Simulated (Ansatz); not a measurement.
Input file:

```
crystal:
  periodic: [false, false, false]
  atoms:
    - { symbol: B, position_ang: [-0.7953, 0.8879, -1.01] }
    - { symbol: Si, position_ang: [0.3051, -0.4917, -0.3727] }
    - { symbol: C, position_ang: [0.4489, -0.4071, 1.4493] }
    - { symbol: O, position_ang: [-0.0171, 0.4707, 2.0959] }
    - { symbol: H, position_ang: [-1.0616, 1.0225, -2.1957] }
    - { symbol: H, position_ang: [-1.325, 1.716, -0.2652] }
    - { symbol: H, position_ang: [1.6633, -0.3519, -0.9849] }
    - { symbol: H, position_ang: [-0.2302, -1.7709, -0.7533] }
    - { symbol: H, position_ang: [1.1004, -1.1218, 2.0196] }
basis:
  gaussian: { orbitals: "6-31G" }
hamiltonian:
  xc: pbe0
relax:
  f_tol: 0.02
  max_steps: 40
scf:
  lower_state_search: "off"
output:
  orbitals: {}
```

Run with:

```sh
ansatz run input.yaml --threads 1 --pin off --max-ram 2048MiB --backend cpu --events-out ev --progress --plain --runs-dir out
```

The fields are those of the relaxed geometry.

Theory: Ansatz, RKS PBE0/6-31G.

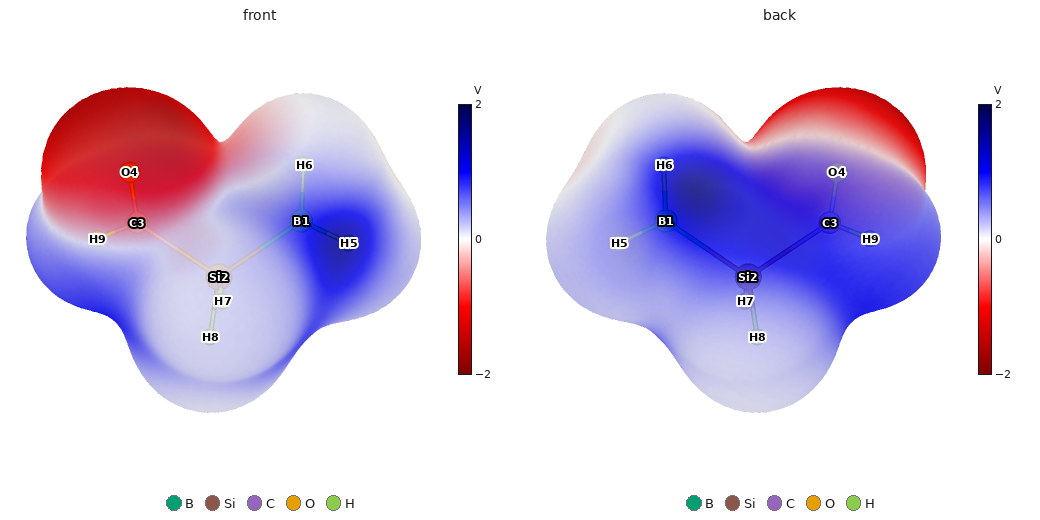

CH5BOSi (SMILES B[SiH2]C=O). The electrostatic potential painted on the density surface at 0.001 e/bohr³, seen from the front and from behind; the colour scale runs from red (negative) to blue (positive).

> Which sites attract a positive test charge, and which a negative one?

A positive charge is drawn to the negative regions and a negative charge to the positive ones. The most negative region (about −1.6 V) lies over O4, the most positive (about +1.5 V) over B1. O4 is the likeliest acceptor of a hydrogen bond.
